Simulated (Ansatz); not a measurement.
The figure comes from a scan of Pd (fcc, Cu type): one Pd atom of a 4-atom cell moves by s along Cartesian [110], with its periodic images. Level of theory: PBE (plane waves to 420 eV, PAW, scalar-relativistic; Ansatz, a quantum-chemistry and plane-wave program). k mesh 10×10×10 (Γ-centred), Fermi-Dirac smearing 0.05 eV. Energies are smeared free energies. Left out: 2 of 11 points, with atoms too close for the PAW data. With partly filled bands, energies and forces of such displacements shift with the k mesh and the smearing. Pd is run without spin polarisation. Pd was relaxed with its symmetry unable to fall. ΔE is measured from the undisplaced structure.

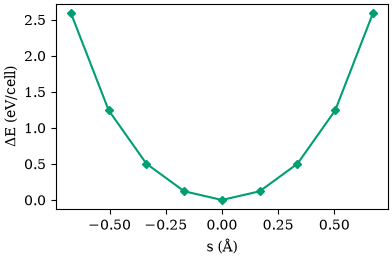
ΔE (eV/cell) against s (Å); one marker a computed point.

Read the plotted values off the figure, to the accuracy that the plot allows.

To the nearest 0.05:

```tsv
s (Å)	ΔE (eV/cell)
-0.672	2.60
-0.504	1.25
-0.336	0.50
-0.168	0.10
0.000	0.00
0.168	0.10
0.336	0.50
0.504	1.25
0.672	2.60
```

(For displaced atoms, the force is minus the slope of the energy, and its curvature is a force constant, which sets phonon frequencies.)
